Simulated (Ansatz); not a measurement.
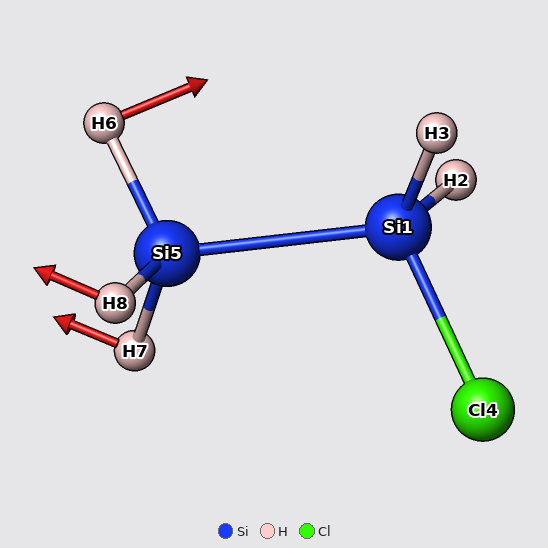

The arrows show one normal mode. Harmonic vibrations computed with RKS PBE0-D4/def2-TZVP (Ansatz 0.2.0) at a stationary point of the same level.

> What kind of motion is it?

Mostly H–Si–Si bending.

> At what wavenumber does it lie?

509 cm⁻¹; it is mode 5 of 18 counted from the lowest.
